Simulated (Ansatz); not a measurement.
# GaH (triplet): PBE, BLYP, r2SCAN, B97M-V, PBE0, B3LYP over vertical spin and charge gaps, def2-QZVPP, part 2 of 2

Ansatz 0.2.0, Gaussian basis; def2-QZVPP, all electrons in the functionals. The steps go on from the part before.

**20. B97M-V, charge 1, doublet**

The input, in.yaml:

```yaml
crystal:
  periodic: [false, false, false]
  atoms:
    - {symbol: Ga, position_ang: [0.000000, 0.000000, 0.000000]}
    - {symbol: H, position_ang: [0.000000, 0.000000, 1.606800]}
basis:
  gaussian: {orbitals: "def2-QZVPP.json"}
total_charge: 1
magnetization: {spin_polarized: true, initial_magnetization: 1}
hamiltonian: {xc: {name: B97M-V}}
```

Started as:

```console
> ansatz run in.yaml --threads 1 --pin off --events-out ev --progress --plain --max-ram 2393MiB
```

Standard output, shortened:

```text
Functional definition: B97M-V
  name "B97M-V"
  cite "Mardirossian & Head-Gordon, J. Chem. Phys. 142, 074111 (2015) doi:10.1063/1.4907719"
  cite "Becke, J. Chem. Phys. 107, 8554 (1997) doi:10.1063/1.475007"
  cite "Vydrov & Van Voorhis, J. Chem. Phys. 133, 244103 (2010) doi:10.1063/1.3521275"
  # Of w^i u^j: cxij and so on, Table III.
[...]
  gx(w, u) = cx00 + cx01*u + cx02*u^2 + (cx10 + cx11*u)*w
[...]
  gos(w, u) = cos00 + cos01*u + cos03*u^3 + cos10*w + cos32*w^3*u^2
[...]
      + integral(e_c_pw_mod_opposite_spin*gos(b97_w_opposite, b97_u_opposite)) + vv10(b, c)
575 factors; their error is unknown
[...]
mean field -52375.79923611 eV, -1924.7751203351 hartree, gradient 3.2e-5 eV, S^2 0.754744; 0 other end points of the search recorded, 0 dependent functions left out
reference -52375.79929136 eV, -1924.7751223656 hartree; 16, 15 occupied and 103, 104 virtual orbitals, 575 factors
Total energy: -52375.79929136 eV, -1924.7751223656 hartree
```

It took 8 s on 1 thread of Arm Neoverse V2, shared host.

From the report: ⟨S²⟩ of the determinant 0.755 (pure doublet: 0.75).

From charge 0, triplet: +604.7 kJ/mol.

**21. B97M-V, charge 1, quartet**

in.yaml: that of step 20 with these lines changed.

```diff
@@ -8,3 +8,3 @@
 total_charge: 1
-magnetization: {spin_polarized: true, initial_magnetization: 1}
+magnetization: {spin_polarized: true, initial_magnetization: 3}
 hamiltonian: {xc: {name: B97M-V}}
```

Same command.

Standard output, shortened:

```text
Functional definition: B97M-V
  name "B97M-V"
  cite "Mardirossian & Head-Gordon, J. Chem. Phys. 142, 074111 (2015) doi:10.1063/1.4907719"
  cite "Becke, J. Chem. Phys. 107, 8554 (1997) doi:10.1063/1.475007"
  cite "Vydrov & Van Voorhis, J. Chem. Phys. 133, 244103 (2010) doi:10.1063/1.3521275"
  # Of w^i u^j: cxij and so on, Table III.
[...]
  gx(w, u) = cx00 + cx01*u + cx02*u^2 + (cx10 + cx11*u)*w
[...]
  gos(w, u) = cos00 + cos01*u + cos03*u^3 + cos10*w + cos32*w^3*u^2
[...]
      + integral(e_c_pw_mod_opposite_spin*gos(b97_w_opposite, b97_u_opposite)) + vv10(b, c)
575 factors; their error is unknown
[...]
mean field -52368.41778236 eV, -1924.5038569131 hartree, gradient 2.7e-5 eV, S^2 3.751715; 3 other end points of the search recorded, 0 dependent functions left out
reference -52368.41784980 eV, -1924.5038593916 hartree; 17, 14 occupied and 102, 105 virtual orbitals, 575 factors
Total energy: -52368.41784980 eV, -1924.5038593916 hartree
```

It took 9.5 s on 1 thread of Arm Neoverse V2, shared host.

From the report: ⟨S²⟩ of the determinant 3.752 (pure quartet: 3.75).

From charge 0, triplet: +1316.9 kJ/mol.

**22. PBE0, charge 0, triplet**

The input, in.yaml:

```yaml
crystal:
  periodic: [false, false, false]
  atoms:
    - {symbol: Ga, position_ang: [0.000000, 0.000000, 0.000000]}
    - {symbol: H, position_ang: [0.000000, 0.000000, 1.606800]}
basis:
  gaussian: {orbitals: "def2-QZVPP.json"}
magnetization: {spin_polarized: true, initial_magnetization: 2}
hamiltonian: {xc: {name: PBE0}}
output: {orbitals: {seedname: orbitals}}
```

Same command.

Standard output, shortened:

```text
Functional definition: PBE0
  name "PBE0"
  cite "Adamo & Barone, J. Chem. Phys. 110, 6158 (1999) doi:10.1063/1.478522"
  cite "Perdew, Burke & Ernzerhof, Phys. Rev. Lett. 77, 3865 (1996) doi:10.1103/PhysRevLett.77.3865"
  parent pbe
[...]
642 factors; their error is unknown
[...]
mean field -52385.44849344 eV, -1925.1297240015 hartree, gradient 2.2e-5 eV, S^2 2.005913; 1 other end points of the search recorded, 0 dependent functions left out
reference -52385.44852317 eV, -1925.1297250942 hartree; 17, 15 occupied and 102, 104 virtual orbitals, 642 factors
Total energy: -52385.44852317 eV, -1925.1297250942 hartree
```

Run time: 3.6 s. Hardware: 1 thread of Arm Neoverse V2, shared host.

From the report: ⟨S²⟩ of the determinant 2.006 (pure triplet: 2.00).

**23. PBE0, charge 0, singlet**

in.yaml: that of step 22 with these lines changed.

```diff
@@ -7,3 +7,2 @@
   gaussian: {orbitals: "def2-QZVPP.json"}
-magnetization: {spin_polarized: true, initial_magnetization: 2}
 hamiltonian: {xc: {name: PBE0}}
```

Launched as before.

Standard output, shortened:

```text
Functional definition: PBE0
  name "PBE0"
  cite "Adamo & Barone, J. Chem. Phys. 110, 6158 (1999) doi:10.1063/1.478522"
  cite "Perdew, Burke & Ernzerhof, Phys. Rev. Lett. 77, 3865 (1996) doi:10.1103/PhysRevLett.77.3865"
  parent pbe
[...]
642 factors; their error is unknown
[...]
mean field -52387.38532570 eV, -1925.2009012743 hartree, gradient 8.5e-5 eV, S^2 0.000000; 0 other end points of the search recorded, 0 dependent functions left out
reference -52387.38535130 eV, -1925.2009022152 hartree; 16, 16 occupied and 103, 103 virtual orbitals, 642 factors
Total energy: -52387.38535130 eV, -1925.2009022152 hartree
```

It took 1.3 s on 1 thread of Arm Neoverse V2, shared host.

From charge 0, triplet: -186.9 kJ/mol.

**24. PBE0, charge 0, quintet**

in.yaml: that of step 23 with these lines changed.

```diff
@@ -7,2 +7,3 @@
   gaussian: {orbitals: "def2-QZVPP.json"}
+magnetization: {spin_polarized: true, initial_magnetization: 4}
 hamiltonian: {xc: {name: PBE0}}
```

Same command.

Standard output, shortened:

```text
Functional definition: PBE0
  name "PBE0"
  cite "Adamo & Barone, J. Chem. Phys. 110, 6158 (1999) doi:10.1063/1.478522"
  cite "Perdew, Burke & Ernzerhof, Phys. Rev. Lett. 77, 3865 (1996) doi:10.1103/PhysRevLett.77.3865"
  parent pbe
[...]
642 factors; their error is unknown
[...]
mean field -52379.44375398 eV, -1924.9090538967 hartree, gradient 6.0e-5 eV, S^2 6.002018; 0 other end points of the search recorded, 0 dependent functions left out
reference -52379.44378406 eV, -1924.9090550019 hartree; 18, 14 occupied and 101, 105 virtual orbitals, 642 factors
Total energy: -52379.44378406 eV, -1924.9090550019 hartree
```

Run time: 2.3 s. Hardware: 1 thread of Arm Neoverse V2, shared host.

From the report: ⟨S²⟩ of the determinant 6.002 (pure quintet: 6.00).

From charge 0, triplet: +579.4 kJ/mol.

**25. PBE0, charge 1, doublet**

in.yaml: that of step 24 with these lines changed.

```diff
@@ -7,3 +7,4 @@
   gaussian: {orbitals: "def2-QZVPP.json"}
-magnetization: {spin_polarized: true, initial_magnetization: 4}
+total_charge: 1
+magnetization: {spin_polarized: true, initial_magnetization: 1}
 hamiltonian: {xc: {name: PBE0}}
```

The command is unchanged.

Standard output, shortened:

```text
Functional definition: PBE0
  name "PBE0"
  cite "Adamo & Barone, J. Chem. Phys. 110, 6158 (1999) doi:10.1063/1.478522"
  cite "Perdew, Burke & Ernzerhof, Phys. Rev. Lett. 77, 3865 (1996) doi:10.1103/PhysRevLett.77.3865"
  parent pbe
[...]
642 factors; their error is unknown
[...]
mean field -52379.06004538 eV, -1924.8949528655 hartree, gradient 1.7e-5 eV, S^2 0.760416; 0 other end points of the search recorded, 0 dependent functions left out
reference -52379.06007386 eV, -1924.8949539124 hartree; 16, 15 occupied and 103, 104 virtual orbitals, 642 factors
Total energy: -52379.06007386 eV, -1924.8949539124 hartree
```

Run time: 2.3 s. Hardware: 1 thread of Arm Neoverse V2, shared host.

From the report: ⟨S²⟩ of the determinant 0.760 (pure doublet: 0.75).

From charge 0, triplet: +616.4 kJ/mol.

**26. PBE0, charge 1, quartet**

in.yaml: that of step 25 with these lines changed.

```diff
@@ -8,3 +8,3 @@
 total_charge: 1
-magnetization: {spin_polarized: true, initial_magnetization: 1}
+magnetization: {spin_polarized: true, initial_magnetization: 3}
 hamiltonian: {xc: {name: PBE0}}
```

The command is unchanged.

Standard output, shortened:

```text
Functional definition: PBE0
  name "PBE0"
  cite "Adamo & Barone, J. Chem. Phys. 110, 6158 (1999) doi:10.1063/1.478522"
  cite "Perdew, Burke & Ernzerhof, Phys. Rev. Lett. 77, 3865 (1996) doi:10.1103/PhysRevLett.77.3865"
  parent pbe
[...]
642 factors; their error is unknown
[...]
mean field -52372.21380697 eV, -1924.6433582445 hartree, gradient 4.6e-6 eV, S^2 3.751514; 0 other end points of the search recorded, 0 dependent functions left out
reference -52372.21384327 eV, -1924.6433595787 hartree; 17, 14 occupied and 102, 105 virtual orbitals, 642 factors
Total energy: -52372.21384327 eV, -1924.6433595787 hartree
```

Run time: 2.2 s. Hardware: 1 thread of Arm Neoverse V2, shared host.

From the report: ⟨S²⟩ of the determinant 3.752 (pure quartet: 3.75).

From charge 0, triplet: +1277.0 kJ/mol.

**27. B3LYP, charge 0, triplet**

The input, in.yaml:

```yaml
crystal:
  periodic: [false, false, false]
  atoms:
    - {symbol: Ga, position_ang: [0.000000, 0.000000, 0.000000]}
    - {symbol: H, position_ang: [0.000000, 0.000000, 1.606800]}
basis:
  gaussian: {orbitals: "def2-QZVPP.json"}
magnetization: {spin_polarized: true, initial_magnetization: 2}
hamiltonian: {xc: {name: B3LYP}}
```

The command is unchanged.

Standard output, shortened:

```text
Functional definition: B3LYP
  name "B3LYP"
  cite "Stephens, Devlin, Chabalowski & Frisch, J. Phys. Chem. 98, 11623 (1994) doi:10.1021/j100096a001"
  cite "Becke, Phys. Rev. A 38, 3098 (1988) doi:10.1103/PhysRevA.38.3098"
  cite "Lee, Yang & Parr, Phys. Rev. B 37, 785 (1988) doi:10.1103/PhysRevB.37.785"
  cite "Vosko, Wilk & Nusair, Can. J. Phys. 58, 1200 (1980) doi:10.1139/p80-159"
[...]
637 factors; their error is unknown
[...]
mean field -52393.83785728 eV, -1925.4380274364 hartree, gradient 2.9e-5 eV, S^2 2.005253; 1 other end points of the search recorded, 0 dependent functions left out
reference -52393.83803731 eV, -1925.4380340521 hartree; 17, 15 occupied and 102, 104 virtual orbitals, 637 factors
Total energy: -52393.83803731 eV, -1925.4380340521 hartree
```

It took 3.5 s on 1 thread of Arm Neoverse V2, shared host.

From the report: ⟨S²⟩ of the determinant 2.005 (pure triplet: 2.00).

**28. B3LYP, charge 0, singlet**

in.yaml: that of step 27 with these lines changed.

```diff
@@ -7,3 +7,2 @@
   gaussian: {orbitals: "def2-QZVPP.json"}
-magnetization: {spin_polarized: true, initial_magnetization: 2}
 hamiltonian: {xc: {name: B3LYP}}
```

The command is unchanged.

Standard output, shortened:

```text
Functional definition: B3LYP
  name "B3LYP"
  cite "Stephens, Devlin, Chabalowski & Frisch, J. Phys. Chem. 98, 11623 (1994) doi:10.1021/j100096a001"
  cite "Becke, Phys. Rev. A 38, 3098 (1988) doi:10.1103/PhysRevA.38.3098"
  cite "Lee, Yang & Parr, Phys. Rev. B 37, 785 (1988) doi:10.1103/PhysRevB.37.785"
  cite "Vosko, Wilk & Nusair, Can. J. Phys. 58, 1200 (1980) doi:10.1139/p80-159"
[...]
637 factors; their error is unknown
[...]
mean field -52395.99310336 eV, -1925.5172312688 hartree, gradient 8.5e-5 eV, S^2 0.000000; 0 other end points of the search recorded, 0 dependent functions left out
reference -52395.99328749 eV, -1925.5172380355 hartree; 16, 16 occupied and 103, 103 virtual orbitals, 637 factors
Total energy: -52395.99328749 eV, -1925.5172380355 hartree
```

Run time: 1.4 s. Hardware: 1 thread of Arm Neoverse V2, shared host.

From charge 0, triplet: -208.0 kJ/mol.

**29. B3LYP, charge 0, quintet**

in.yaml: that of step 28 with these lines changed.

```diff
@@ -7,2 +7,3 @@
   gaussian: {orbitals: "def2-QZVPP.json"}
+magnetization: {spin_polarized: true, initial_magnetization: 4}
 hamiltonian: {xc: {name: B3LYP}}
```

Launched as before.

Standard output, shortened:

```text
Functional definition: B3LYP
  name "B3LYP"
  cite "Stephens, Devlin, Chabalowski & Frisch, J. Phys. Chem. 98, 11623 (1994) doi:10.1021/j100096a001"
  cite "Becke, Phys. Rev. A 38, 3098 (1988) doi:10.1103/PhysRevA.38.3098"
  cite "Lee, Yang & Parr, Phys. Rev. B 37, 785 (1988) doi:10.1103/PhysRevB.37.785"
  cite "Vosko, Wilk & Nusair, Can. J. Phys. 58, 1200 (1980) doi:10.1139/p80-159"
[...]
637 factors; their error is unknown
[...]
mean field -52387.35696115 eV, -1925.1998588964 hartree, gradient 3.9e-5 eV, S^2 6.001322; 0 other end points of the search recorded, 0 dependent functions left out
reference -52387.35715927 eV, -1925.1998661770 hartree; 18, 14 occupied and 101, 105 virtual orbitals, 637 factors
Total energy: -52387.35715927 eV, -1925.1998661770 hartree
```

It took 2.4 s on 1 thread of Arm Neoverse V2, shared host.

From the report: ⟨S²⟩ of the determinant 6.001 (pure quintet: 6.00).

From charge 0, triplet: +625.3 kJ/mol.

**30. B3LYP, charge 1, doublet**

in.yaml: that of step 29 with these lines changed.

```diff
@@ -7,3 +7,4 @@
   gaussian: {orbitals: "def2-QZVPP.json"}
-magnetization: {spin_polarized: true, initial_magnetization: 4}
+total_charge: 1
+magnetization: {spin_polarized: true, initial_magnetization: 1}
 hamiltonian: {xc: {name: B3LYP}}
```

Launched as before.

Standard output, shortened:

```text
Functional definition: B3LYP
  name "B3LYP"
  cite "Stephens, Devlin, Chabalowski & Frisch, J. Phys. Chem. 98, 11623 (1994) doi:10.1021/j100096a001"
  cite "Becke, Phys. Rev. A 38, 3098 (1988) doi:10.1103/PhysRevA.38.3098"
  cite "Lee, Yang & Parr, Phys. Rev. B 37, 785 (1988) doi:10.1103/PhysRevB.37.785"
  cite "Vosko, Wilk & Nusair, Can. J. Phys. 58, 1200 (1980) doi:10.1139/p80-159"
[...]
637 factors; their error is unknown
[...]
mean field -52387.49972838 eV, -1925.2051054953 hartree, gradient 6.7e-6 eV, S^2 0.758267; 0 other end points of the search recorded, 0 dependent functions left out
reference -52387.49991402 eV, -1925.2051123175 hartree; 16, 15 occupied and 103, 104 virtual orbitals, 637 factors
Total energy: -52387.49991402 eV, -1925.2051123175 hartree
```

Run time: 2.6 s. Hardware: 1 thread of Arm Neoverse V2, shared host.

From the report: ⟨S²⟩ of the determinant 0.758 (pure doublet: 0.75).

From charge 0, triplet: +611.5 kJ/mol.

**31. B3LYP, charge 1, quartet**

in.yaml: that of step 30 with these lines changed.

```diff
@@ -8,3 +8,3 @@
 total_charge: 1
-magnetization: {spin_polarized: true, initial_magnetization: 1}
+magnetization: {spin_polarized: true, initial_magnetization: 3}
 hamiltonian: {xc: {name: B3LYP}}
```

Same command.

Standard output, shortened:

```text
Functional definition: B3LYP
  name "B3LYP"
  cite "Stephens, Devlin, Chabalowski & Frisch, J. Phys. Chem. 98, 11623 (1994) doi:10.1021/j100096a001"
  cite "Becke, Phys. Rev. A 38, 3098 (1988) doi:10.1103/PhysRevA.38.3098"
  cite "Lee, Yang & Parr, Phys. Rev. B 37, 785 (1988) doi:10.1103/PhysRevB.37.785"
  cite "Vosko, Wilk & Nusair, Can. J. Phys. 58, 1200 (1980) doi:10.1139/p80-159"
[...]
637 factors; their error is unknown
[...]
mean field -52380.23401802 eV, -1924.9380955643 hartree, gradient 4.1e-5 eV, S^2 3.750963; 1 other end points of the search recorded, 0 dependent functions left out
reference -52380.23422254 eV, -1924.9381030804 hartree; 17, 14 occupied and 102, 105 virtual orbitals, 637 factors
Total energy: -52380.23422254 eV, -1924.9381030804 hartree
```

Run time: 3.2 s. Hardware: 1 thread of Arm Neoverse V2, shared host.

From the report: ⟨S²⟩ of the determinant 3.751 (pure quartet: 3.75).

From charge 0, triplet: +1312.6 kJ/mol.

**32. Against the wave-function levels**

No level is safe as a reference over these points; RCCSD(T) serves as a yardstick only. It and the other wave-function rows come from earlier runs at the same points. Energies in kJ/mol, counted from charge 0, triplet; blanks weren't run or aren't comparable.

```
   level  triplet to singlet  triplet to quintet  ionisation to the doublet cation  ionisation to the quartet cation
RCCSD(T)              -193.6               553.0                             609.3                            1245.4
     PBE              -193.6               603.1                             613.5                            1299.3
    BLYP              -211.6               646.1                             595.1                            1316.0
  r2SCAN              -176.1               569.7                             626.1                            1279.7
  B97M-V              -216.8               637.8                             604.7                            1316.9
    PBE0              -186.9               579.4                             616.4                            1277.0
   B3LYP              -208.0               625.3                             611.5                            1312.6
     RHF              -140.3               446.9                             586.5                            1109.2
     UHF              -131.5               450.1                             578.1                            1114.0
    RMP2              -184.7               530.0                             604.5                            1214.2
   RCCSD              -194.2               549.6                             607.2                            1241.3
```

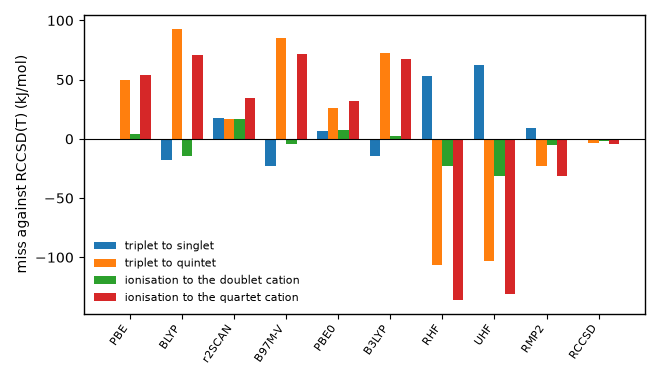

Misses of the gaps against RCCSD(T).

Largest miss and mean time a point (RCCSD(T) took 6.9 s a point; shared hosts):

| level | largest miss (kJ/mol) | where | time a point |
| --- | --- | --- | --- |
| PBE | +54.0 | ionisation to the quartet cation | 1.9 s |
| BLYP | +93.2 | triplet to quintet | 2.2 s |
| r2SCAN | +34.3 | ionisation to the quartet cation | 4.5 s |
| B97M-V | +84.8 | triplet to quintet | 7.6 s |
| PBE0 | +31.6 | ionisation to the quartet cation | 2.3 s |
| B3LYP | +72.3 | triplet to quintet | 2.6 s |
| RHF | -136.2 | ionisation to the quartet cation |  |
| UHF | -131.4 | ionisation to the quartet cation |  |
| RMP2 | -31.2 | ionisation to the quartet cation |  |
| RCCSD | -4.1 | ionisation to the quartet cation |  |

**33. Outcome**

What follows sums up all 2 parts.

| quantity | value |
| --- | --- |
| triplet to singlet, RCCSD(T) | -193.6 kJ/mol |
| triplet to quintet, RCCSD(T) | 553.0 kJ/mol |
| ionisation to the doublet cation, RCCSD(T) | 609.3 kJ/mol |
| ionisation to the quartet cation, RCCSD(T) | 1245.4 kJ/mol |
| largest miss, PBE | +54.0 kJ/mol (ionisation to the quartet cation) |
| largest miss, BLYP | +93.2 kJ/mol (triplet to quintet) |
| largest miss, r2SCAN | +34.3 kJ/mol (ionisation to the quartet cation) |
| largest miss, B97M-V | +84.8 kJ/mol (triplet to quintet) |
| largest miss, PBE0 | +31.6 kJ/mol (ionisation to the quartet cation) |
| largest miss, B3LYP | +72.3 kJ/mol (triplet to quintet) |

In words: Of the functionals, PBE0 keep the smallest largest miss at the points compared (at most 31.6 kJ/mol) and BLYP strays most (93.2 kJ/mol, at triplet to quintet). Functionals and the yardstick converge differently with the basis, so part of each miss in def2-QZVPP is the basis. The yardstick itself may be off where one determinant is a poor start.
